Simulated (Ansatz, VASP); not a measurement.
**Cross-check of PbS (Galena) between VASP and Ansatz**

Wanted: the spread between two codes on one cell, functional and k mesh. The cell comes out of the VASP series on this material, whose earlier steps may have relaxed, scaled or displaced it; both programs get it as it stands.

Calculated with Ansatz 0.2.0; plane waves, with VASP 6.6.1 beside it; relaxation of cell and atoms at LDA.

### Step 1. The starting structure

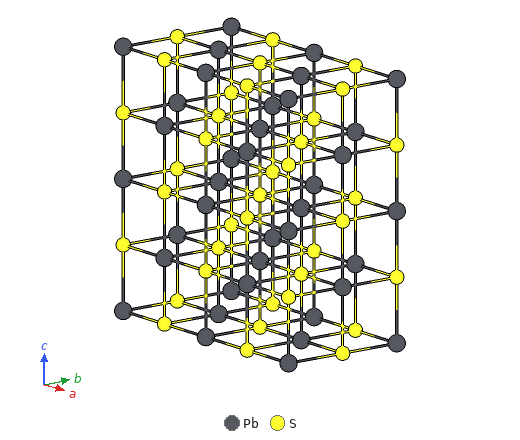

Start, viewed from a free direction; lead dark grey, sulfur yellow. 2×1×2 cells are drawn. This picture shows the conventional cell, with its axes. Some periodic images of atoms are drawn too.

### Step 2. VASP: relaxation of cell and atoms, LDA

The relaxed volume is the usual yardstick between codes: its relative difference is about their pressure difference at one cell divided by the bulk modulus.

Lines of VASP's logs that name or quote its potential files are left out, and so is its time.

Input file INCAR:

```
SYSTEM = PbS
PREC = Accurate
ENCUT = 450
EDIFF = 1E-06
NELM = 100
ISMEAR = 0
SIGMA = 0.03
LREAL = .FALSE.
ALGO = Normal
GGA = CA
NBANDS = 16
LORBIT = 11
LWAVE = .FALSE.
LCHARG = .FALSE.
KPAR = 4
IBRION = 2
NSW = 50
ISIF = 3
EDIFFG = -0.006
```

Input file POSCAR:

```
PbS
1.0
    0.0000000000      2.9227547105      2.9227547105
    2.9227547105      0.0000000000      2.9227547105
    2.9227547105      2.9227547105      0.0000000000
Pb S
1 1
Direct
    0.0000000000      0.0000000000      0.0000000000
    0.5000000000      0.5000000000      0.5000000000
```

Input file KPOINTS:

```
Automatic mesh
0
Gamma
6 6 6
0 0 0
```

PAW data sets: Pb_d and S (LDA family, release 64).

The run is started by

```
$ mpirun -np 4 vasp_std
```

Numbers of over 12 decimals in the logs are rounded to 6 here.

The log of the run:

```text
[banner, memory and clock lines left out]
running    4 mpi-ranks, on    1 nodes
 distrk:  each k-point on    1 cores,    4 groups
 distr:  one band on    1 cores,    1 groups

 POSCAR found type information on POSCAR PbS
 POSCAR found :  2 types and       2 ions
 LDA part: xc-table for (Slater(with rela. corr.)+CA(PZ))
 , standard interpolation
 POSCAR, INCAR and KPOINTS ok, starting setup
 FFT: planning ... GRIDC
 FFT: planning ... GRID_SOFT
 FFT: planning ... GRID
 WAVECAR not read
 entering main loop
       N       E                     dE             d eps       ncg     rms          rms(c)
DAV:   1     0.144074645239E+03    0.14407E+03   -0.91165E+03   512   0.120E+03
DAV:   2    -0.829417577810E+00   -0.14490E+03   -0.14085E+03   568   0.303E+02
DAV:   3    -0.102205558427E+02   -0.93911E+01   -0.93498E+01   680   0.829E+01
DAV:   4    -0.104159823530E+02   -0.19543E+00   -0.19539E+00   640   0.140E+01
DAV:   5    -0.104238670908E+02   -0.78847E-02   -0.78846E-02   768   0.241E+00    0.481E+00
DAV:   6    -0.100131764025E+02    0.41069E+00   -0.12575E+00   808   0.825E+00    0.343E+00
DAV:   7    -0.100054778049E+02    0.76986E-02   -0.10039E-01   664   0.169E+00    0.186E+00
DAV:   8    -0.100023100945E+02    0.31677E-02   -0.12016E-02   640   0.110E+00    0.187E-01
DAV:   9    -0.100018195404E+02    0.49055E-03   -0.31147E-03   792   0.430E-01    0.613E-02
DAV:  10    -0.100018306825E+02   -0.11142E-04   -0.22196E-04   640   0.890E-02    0.195E-02
DAV:  11    -0.100018306300E+02    0.52500E-07   -0.20229E-05   696   0.293E-02    0.821E-03
DAV:  12    -0.100018304814E+02    0.14865E-06   -0.22188E-06   560   0.241E-02
   1 F= -.10001830E+02 E0= -.10001637E+02  d E =-.100018E+02
 curvature:   0.00 expect dE= 0.000E+00 dE for cont linesearch  0.000E+00
 trial: gam= 0.00000 g(F)=  0.159E-60 g(S)=  0.642E-06 ort = 0.000E+00 (trialstep = 0.100E+01)
 search vector abs. value=  0.642E-06
 reached required accuracy - stopping structural energy minimisation
```

OUTCAR, selected parts (step 2):

```text
ion  position               nearest neighbor table
   1  0.000  0.000  0.000-   2 2.92   2 2.92   2 2.92   2 2.92   2 2.92   2 2.92
   2  0.500  0.500  0.500-   1 2.92   1 2.92   1 2.92   1 2.92   1 2.92   1 2.92

  LATTYP: Found a face centered cubic cell.
 ALAT       =     5.8455094210

 Subroutine GETGRP returns: Found 48 space group operations
 (whereof 48 operations were pure point group operations)

The static configuration has the point symmetry O_h .

 Found     16 irreducible k-points:

   k-points           NKPTS =     16   k-points in BZ     NKDIM =     16   number of bands    NBANDS=     16

   dimension x,y,z NGX =    30 NGY =   30 NGZ =   30
   dimension x,y,z NGXF=    60 NGYF=   60 NGZF=   60

   ENCUT  =  450.0 eV  33.07 Ry    5.75 a.u.   7.15  7.15  7.15*2*pi/ulx,y,z

   NELECT =      20.0000    total number of electrons

 k-points in reciprocal lattice and weights: Automatic mesh
   0.00000000  0.00000000  0.00000000       0.005
   0.16666667  0.00000000  0.00000000       0.037
   0.33333333  0.00000000  0.00000000       0.037
   0.50000000  0.00000000  0.00000000       0.019
   0.16666667  0.16666667  0.00000000       0.028
   0.33333333  0.16666667  0.00000000       0.111
   0.50000000  0.16666667  0.00000000       0.111
  -0.33333333  0.16666667  0.00000000       0.111
  -0.16666667  0.16666667  0.00000000       0.056
[...]
-0.33333333  0.33333333  0.16666667       0.111
  -0.33333333  0.50000000  0.16666667       0.056

 average (electrostatic) potential at core
       1 -91.1331       2 -85.6862

 E-fermi :   6.2631

 k-point     1 :       0.0000    0.0000    0.0000
  band No.  band energies     occupation
    ...
      6      -7.7938      2.00000
      7       0.1891      2.00000
      8       3.8014      2.00000
      9       3.8014      2.00000
     10       3.8014      2.00000
     11      11.3900      0.00000
     12      11.3900      0.00000
     13      11.3900      0.00000
     14      12.7232      0.00000
     15      12.7232      0.00000
    ...

 k-point     2 :       0.1667    0.0000    0.0000
  band No.  band energies     occupation
    ...
      6      -7.5378      2.00000
      7      -0.6789      2.00000
      8       3.8838      2.00000
      9       3.8838      2.00000
     10       4.4400      2.00000
     11       9.4852      0.00000
     12      10.1023      0.00000
     13      10.1023      0.00000
     14      12.6610      0.00000
     15      13.3569      0.00000
    ...

 k-point     3 :       0.3333    0.0000    0.0000
  band No.  band energies     occupation
    ...
      6      -6.8761      2.00000
      7      -2.1886      2.00000
      8       4.0982      2.00000
      9       4.0982      2.00000
     10       5.3900      2.00000
     11       7.5085      0.00000
     12       8.5576      0.00000
     13       8.5576      0.00000
     14      13.3773      0.00000
     15      14.7930      0.00000
    ...

  Total       -0.0029794     -0.0029794     -0.0029794      0.0000000      0.0000000      0.0000000
  in kB       -0.0955945     -0.0955945     -0.0955945      0.0000000      0.0000000      0.0000000
  external PRESSURE =      -0.0955945 kB  Pullay stress =       0.0000000 kB

  energy-cutoff  :      450.00
  volume of cell :       49.94
      direct lattice vectors                 reciprocal lattice vectors
     0.000000000  2.922754711  2.922754711    -0.171071489  0.171071489  0.171071489
     2.922754711  0.000000000  2.922754711     0.171071489 -0.171071489  0.171071489
     2.922754711  2.922754711  0.000000000     0.171071489  0.171071489 -0.171071489

 POSITION                                       TOTAL-FORCE (eV/Angst)
 -----------------------------------------------------------------------------------
      0.00000      0.00000      0.00000        -0.000000     -0.000000      0.000000
      2.92275      2.92275      2.92275         0.000000      0.000000     -0.000000
 -----------------------------------------------------------------------------------
    total drift:                               -0.000000      0.000000      0.000000

  FREE ENERGIE OF THE ION-ELECTRON SYSTEM (eV)
  ---------------------------------------------------
  free  energy   TOTEN  =       -10.0018304814 eV

  energy  without entropy=      -10.0014441814  energy(sigma->0) =      -10.00163733

 reached required accuracy - stopping structural energy minimisation

 total charge
# of ion       s       p       d       tot
------------------------------------------
    1        1.479   0.554   9.845  11.878
    2        1.354   2.322   0.000   3.676
--------------------------------------------------
tot          2.833   2.876   9.845  15.554

[... 3 further parts left out ...]
```

CONTCAR:

```
PbS
   1.00000000000000
     0.0000000000000000    2.9227547105000000    2.9227547105000000
     2.9227547105000000    0.0000000000000000    2.9227547105000000
     2.9227547105000000    2.9227547105000000    0.0000000000000000
  Pb              S
     1     1
Direct
     0.0000000000000000    0.0000000000000000    0.0000000000000000
     0.5000000000000000    0.5000000000000000    0.5000000000000000
```

### Step 3. Ansatz: relaxation of cell and atoms, LDA

Ansatz runs on its default PAW (the set named soft_2) files.

The same cell, functional (in two slightly different forms), mesh and smearing now go to Ansatz, which takes its cutoff from its data sets.

Input file input.yaml:

```yaml
crystal:
  lattice:
    - [0.0, 2.9227547105, 2.9227547105]
    - [2.9227547105, 0.0, 2.9227547105]
    - [2.9227547105, 2.9227547105, 0.0]
  atoms:
    - { symbol: Pb, position: [0.0, 0.0, 0.0] }
    - { symbol: S, position: [0.5, 0.5, 0.5] }
hamiltonian:
  xc: lda
  pseudopotentials: { kind: paw }
kpoints:
  mp_grid: { grid: [6, 6, 6] }
scf:
  occupations: { method: gaussian, width: 0.03 }
relax:
  f_tol: 0.01
  max_steps: 60
  cell: { stress_tol: 0.05 }
output:
  forces: true
  stress: true
  write_density: true
  write_potential: true
  elf: true
  volumetric_format: npy
```

The run is started by

```
$ ansatz run input.yaml --threads 4 --pin off --max-ram 9216MiB --backend cpu --events-out ev --progress --plain --runs-dir out
```

The log of the run:

```text
Engine: ansatz 0.2.0, aarch64-unknown-linux-gnu
Pseudopotentials: kind: paw
Pseudopotential: Pb, paw, valence charge 14, recommended cutoff 420 eV (normal), Pb.paw.azcp
Pseudopotential: S, paw, valence charge 6, recommended cutoff 420 eV (normal), S.paw.azcp
Functional definition: SPW92
  exchange = slater_x
  correlation = pw_c
Crystal: 2 atoms, lattice volume = 49.935 Å³
Basis set: ecut = 420 eV, 941 PW (Γ)
Bands: 14, of which v1, the nominal top of the filled ones, is band 10 counted from 1 (9 counted from 0)
Symmetry: 48 space group operations
Space group: Fm-3m (ITA 225), of the structure as read, at distance tolerance 3.7e-5 Å
k-points: 16 of 216
Non-local potential: Pb, projectors of the file, l = 0: 2, l = 1: 2, l = 2: 2, l = 3: 2
Non-local potential: S, projectors of the file, l = 0: 2, l = 1: 2, l = 2: 2
PAW form: soft (Blöchl's): semilocal exchange-correlation on the pseudo side does not see the compensation charge
PAW frozen core: Pb, regenerated for the run's functional, and the local potential with it (the file was generated under x = pbe(κ = 0.804, μ = 0.219515), c = pbe(β = 0.066725))
PAW frozen core: S, regenerated for the run's functional, and the local potential with it (the file was generated under x = pbe(κ = 0.804, μ = 0.219515), c = pbe(β = 0.066725))
PAW one-centre angular grid: Pb, 590 points (default); XC on 64 Gauss nodes
PAW one-centre angular grid: S, 110 points (default); XC on 64 Gauss nodes
Initial density: superposition of atomic densities (neutral atoms: chi_scale 0, normalization atom), corrected by the library's trained network
Initial wavefunctions: pseudopotential atomic-orbital guess
Functional: x = slater, c = lda
SCF iter   1: F=—  HF=-12472.966744 eV  |F-HF|=—  |Δ(HF+E_count)|=         —  Δρ=6.13e-3  dr2=2.72e-2  ethr=1.77e-3  ⟨swp⟩=6.4  Hψ=1361  notcnv=0
preconditioner: auto → Kerker (q_TF=auto, 2.342 Å⁻¹)  [metal: Δε(μ)=0.003 eV  Ē_g=15.442 eV  σ=0.030 eV  W_gap=0.06  n_scr=14 (ndim 8)  ℏωp=23.5 eV  f_vac=0.000  D(μ)=1.39/eV (n_scr^D=14)]
SCF iter   2: F=—  HF=-12472.959166 eV  |F-HF|=—  |Δ(HF+E_count)|=   7.58e-3  Δρ=3.06e-3  dr2=5.31e-3  ethr=1.36e-4  ⟨swp⟩=1.5  Hψ=376  notcnv=0
preconditioner: auto → none  [insulator: Δε(μ)=0.043 eV  Ē_g=15.452 eV  σ=0.030 eV  W_gap=0.69  n_scr=14 (ndim 8)  ℏωp=23.5 eV  f_vac=0.000  D(μ)=0.83/eV (n_scr^D=0)  ε∞_Penn≈3.3]
SCF iter   3: F=—  HF=-12472.957465 eV  |F-HF|=—  |Δ(HF+E_count)|=   1.70e-3  Δρ=4.67e-4  dr2=1.67e-4  ethr=2.66e-5  ⟨swp⟩=2.0  Hψ=379  notcnv=0
SCF iter   4: F=—  HF=-12472.957410 eV  |F-HF|=—  |Δ(HF+E_count)|=   5.53e-5  Δρ=1.40e-4  dr2=1.41e-5  ethr=8.37e-7  ⟨swp⟩=2.0  Hψ=376  notcnv=0
SCF iter   5: F=—  HF=-12472.957401 eV  |F-HF|=—  |Δ(HF+E_count)|=   9.14e-6  Δρ=2.77e-5  dr2=1.70e-7  ethr=7.04e-8  ⟨swp⟩=2.4  Hψ=383  notcnv=0
SCF iter   6: F=-12472.957401 eV  HF=-12472.957401 eV  |F-HF|=1.21e-9  |Δ(HF+E_count)|=   7.76e-8  Δρ=2.83e-6  dr2=2.65e-9  ethr=5.00e-10  ⟨swp⟩=7.8  Hψ=1182  notcnv=0
SCF 1 converged in 6 iterations: F = -12472.957401 eV  dr2 = 2.65e-9
  greatest PAW one-centre occupation: 0.982 electrons in one spin orbital (limit 2), on the Pb atom at site 0 (counted from 0), in its partial waves of l = 2
relax step   1: F+E_penalty+E_count = -12472.95740089 eV  Δ(F+E_penalty+E_count) = +0.000e0 eV  max|allowed force component| = 3.057e-30 eV/Å  Δτ_max = 0.0000 Å  P = -0.056 GPa  Ω = 49.935 Å³  (6 SCF iters, dr2 threshold 1.00e-7 eV, accepted)
[...]
relax step   2: F+E_penalty+E_count = -12472.95741397 eV  Δ(F+E_penalty+E_count) = -1.308e-5 eV  max|allowed force component| = 5.785e-30 eV/Å  Δτ_max = 0.0000 Å  P = +0.034 GPa  Ω = 49.860 Å³  energy of the carried Pulay correction = +7.961e-6 eV  (6 SCF iters, accepted)
[...]
relax step   3: F+E_penalty+E_count = -12472.95740882 eV  Δ(F+E_penalty+E_count) = +5.149e-6 eV  max|allowed force component| = 4.536e-30 eV/Å  Δτ_max = 0.0000 Å  P = +0.034 GPa  Ω = 49.860 Å³  stress off target by 3.36e-2 GPa  SCF on the basis re-selected at this cell (its energy is not comparable with the rows above)  (7 SCF iters)
basis re-selected at this cell: Δ(F+E_penalty+E_count) = +5.149e-6 eV, ΔP = -0.000 GPa vs the last step (what re-selecting the basis moved, of the pressure what is left beyond the Pulay correction that the steps carried, after the strain that the cell walked since its last selection, with what the two solves' SCF thresholds leave and, on support functions, any second-order correction that the steps lacked; it is no m [...]
SCF converged after 7 iterations
Free energy (F): -12472.957409 eV
Harris-Foulkes:  -12472.957409 eV  (|F-HF|=0.00e0)
Internal energy: -12472.957183 eV  (E = F + TS)
E sigma→0 (E₀):  -12472.957296 eV
Entropy (-TS):   -0.000226 eV (-0.113 meV/atom)
Fermi energy:    8.928020 eV
--- Per-component energies (eV) ---
  E_band       = -49.284431
  E_kinetic    = 395.409181
  E_local      = -1192.741255  (includes V_loc(G=0)·N_el)
  E_nonlocal   = 383.736019
  E_hartree    = 462.449425
  E_xc         = -316.392111
  E_vxc        = -222.377510  (∫ρ·V_xc dr)
  E_paw        = -10669.104694  (= ΣΔE_a)
  E_vpaw       = -338.209761  (= ΣTr[D̂ρ^β])
  E_aug_tail   = 0.000046  (compensation charges beyond the density's cutoff)
  E_ewald      = -1536.389277
  E_core_change = 0.075484  (= ΣΔE_core)
  E_smearing   = -0.000226  (= −TS)
  E_closure    = 0.000000  (closes the sum)
  Σ components = -12472.957409   (vs F -12472.957409, Δ=0.00e0)
--- Forces (eV/Å), atoms counted from 1 ---
  atom   1  Pb     0.00000000    -0.00000000     0.00000000
  atom   2  S     -0.00000000     0.00000000     0.00000000
  max |Σ_I F_I| component: 9.86e-30 eV/Å
--- Stress (GPa, compression-positive) ---
        0.033611      -0.000000      -0.000000
       -0.000000       0.033611       0.000000
       -0.000000      -0.000000       0.033611
  P = ⅓ Tr σ = 0.0336 GPa (0.336 kbar)
--- Band table (eV; the first three rows and the last of 16) ---
  k-point 0: bands = [... 6 lower, 2.8191, 6.4803, 6.4803, 6.4803, 14.0673, 14.0673, 14.0673, 15.3778]
  k-point 1: bands = [... 6 lower, 1.9575, 6.5634, 6.5634, 7.1109, 12.1562, 12.7742, 12.7742, 15.3322]
  k-point 2: bands = [... 6 lower, 0.4507, 6.7795, 6.7795, 8.0547, 10.1764, 11.2281, 11.2281, 16.0542]
  k-point 15: bands = [... 6 lower, 0.7892, 3.6114, 4.5347, 6.8988, 11.9395, 12.9268, 13.9355, 15.7285]
--- Relaxed structure (2 steps of the walk, 2 accepted, 1 SCFs on fresh bases) ---
  F+E_penalty+E_count = -12472.95740882 eV   max|allowed force component| = 4.536e-30 eV/Å   (the final SCF, on the basis selected at the relaxed cell)
  cell:  # Å, volume = 49.8601 Å³
    - [0, 2.921289, 2.921289]
    - [2.921289, 0, 2.921289]
    - [2.921289, 2.921289, 0]
  atoms:
    - { symbol: Pb, position: [0, 0, 0] }
    - { symbol: S, position: [0.500000, 0.500000, 0.500000] }
```

Run time: 0.98 s. Hardware: 4 threads of Arm Neoverse V1, shared host; peak memory 0.32 GiB; 2.8 s of CPU time.

### Step 4. Side by side

Known differences besides the PAW data sets themselves: the two LDA forms differ slightly; both relaxations stop at a tolerance, which leaves soft axes loose, and VASP keeps its plane-wave basis; the cutoff is 420 eV in Ansatz and 450 eV in VASP; Ansatz makes its cores anew for this functional, VASP keeps those of its LDA data sets; Ansatz adds a Pulay correction to the stress that steers its cell, VASP none. Total energies have different zeros and are not compared.

Compared:

```
                                         quantity  Ansatz   VASP  difference
                                      volume (Å³)   49.86  49.94     -0.15 %
edge a after relaxation, in the typed setting (Å)   4.131  4.133     -0.05 %
```

The walks stopped with 0.03 GPa left in Ansatz and -0.01 GPa in VASP; each walk ends within a tolerance, so the volume difference is uncertain by about these residues over the bulk modulus, most in soft cells.

### Step 5. What came out

| Item | Value |
| --- | --- |
| difference in volume (relaxation of cell and atoms, LDA) | -0.15 % |

**Reading.** The difference in volume is -0.15 % (relaxation of cell and atoms, LDA), within the 1.2 % picked in this series as the mark of a large difference, as far as the stopping tolerances let one tell. Differences of this kind measure data sets and numerical settings, not the functional's error against experiment.

[Lines on the potential files, build, host, timing and source positions are cut from VASP's logs without a mark.]

[Logs are printed without paths, hosts, clocks, repeated set-up lines and the standing remarks that a program may print on its own settings, such as how far it seeks lower states.]

[Hosts, paths, dates, database ids (printed as entryN), source tags and the programs' standing remarks are cut or masked in the printed files.]
